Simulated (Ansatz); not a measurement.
Consider Si5Se.

Input

```
crystal:
  lattice:
    - [0.0, 3.6655294572, 3.6655294572]
    - [3.6655294572, 0.0, 3.6655294572]
    - [3.6655294572, 3.6655294572, 0.0]
  atoms:
    - { symbol: Si, position: [0.25, 0.25, 0.25] }
    - { symbol: Si, position: [0.6249437727, 0.1251686818, 0.6249437727] }
    - { symbol: Si, position: [0.6249437727, 0.6249437727, 0.1251686818] }
    - { symbol: Si, position: [0.6249437727, 0.6249437727, 0.6249437727] }
    - { symbol: Si, position: [0.1251686818, 0.6249437727, 0.6249437727] }
    - { symbol: Se, position: [0.0, 0.0, 0.0] }
basis:
  ecutwfc: 420
kpoints:
  mp_grid: { grid: [10, 10, 10] }
hamiltonian:
  xc: pbe
scf:
  occupations: { method: gaussian, width: 0.1 }
output:
  forces: true
  stress: true
  eigenvalues: true
  write_density: true
  write_potential: true
  elf: true
  volumetric_format: npy
relax:
  adjacent_minimum: "off"
  f_tol: 0.01
  max_steps: 80
  cell: { stress_tol: 0.05 }
```

Run with:

```sh
ansatz run input.yaml --threads 1 --pin off --max-ram 2560MiB --backend cpu --events-out ev --progress --plain --runs-dir out
```

Below, planes, directions and counts refer to the conventional cell (a = 7.33 Å, b = 7.33 Å, c = 7.33 Å, α = 90.00°, β = 90.00°, γ = 90.00°).

The fields are those of the run's last geometry, not of the input's.

Space group F-43m; a structure generated by program, which may or may not match a known phase.

All numbers below come from DFT PBE, scalar-relativistic, plane waves, PAW in Ansatz.

What will maps of the valence pseudo-density and electron localisation function show?

Si–Si (2.59 Å): ρ at the midpoint is about 0.35 e/Å³; the ELF peaks at about 0.75 between the atoms.
Si–Se (3.17 Å): ρ is about 0.15 e/Å³ halfway; the ELF is about 0.20 at the midpoint: no localised pair shows between them.

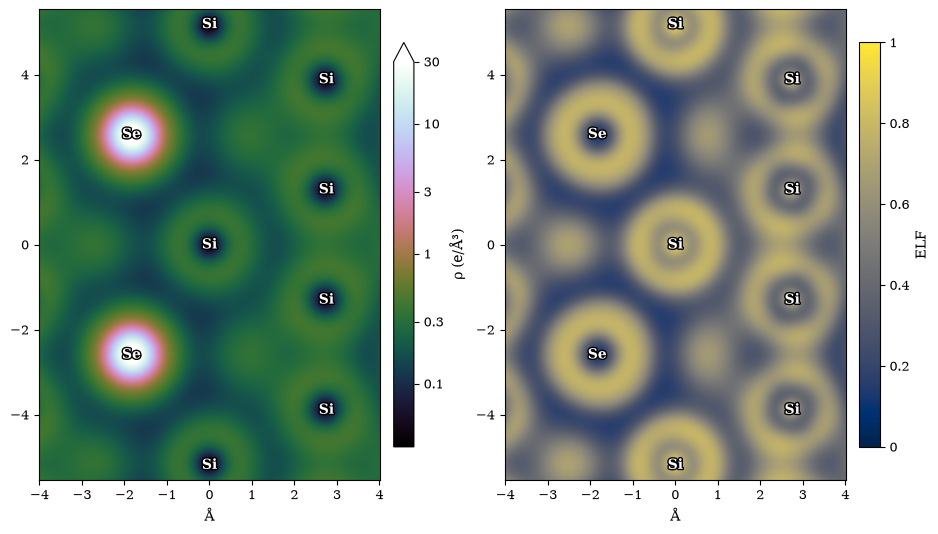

Computed valence pseudo-density and electron localisation function on the (101) plane of the conventional cell, in this order. 

In a PAW calculation such maps are meaningful between the atoms, not at the nuclei.
